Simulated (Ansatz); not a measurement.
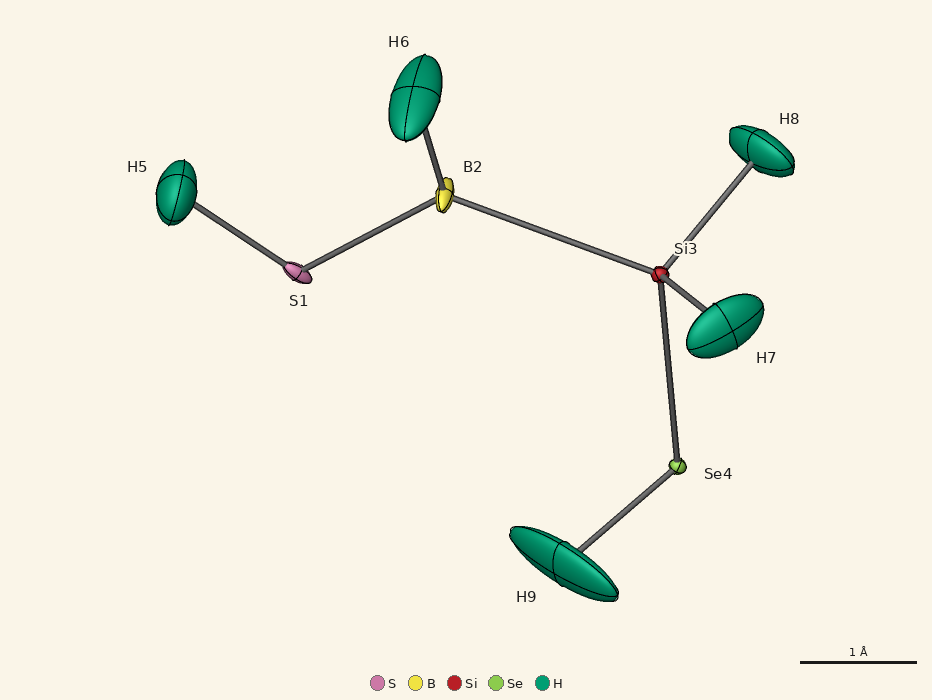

Displacement ellipsoids at the 50 % level, from the internal vibrations of the free molecule (harmonic, no overall translation or rotation; no half-axis is drawn under 0.075 Å). Vibrations computed with RKS PBE0-D4/def2-TZVP (Ansatz 0.2.0). Temperature: 100 K.

Which atom moves most?

Answer. H9, with U_eq = 0.0678 Å².

Does H9 move more along its bond or across it?

Answer. Across it: the root-mean-square amplitude is 0.086 Å along the bond and up to 0.407 Å across, since bending and torsion are softer than stretching.

Give the displacement parameters, one line for each set of equivalent atoms.

| atom | U_eq (Å²) | rms amplitudes (Å) |
| --- | --- | --- |
| S1 | 0.0038 | 0.023, 0.041, 0.095 |
| B2 | 0.0071 | 0.041, 0.056, 0.129 |
| Si3 | 0.0017 | 0.032, 0.040, 0.050 |
| Se4 | 0.00081 | 0.010, 0.012, 0.047 |
| H5 | 0.0270 | 0.111, 0.164, 0.204 |
| H6 | 0.0463 | 0.094, 0.140, 0.332 |
| H7 | 0.0320 | 0.095, 0.153, 0.252 |
| H8 | 0.0318 | 0.094, 0.157, 0.249 |
| H9 | 0.0678 | 0.085, 0.174, 0.407 |
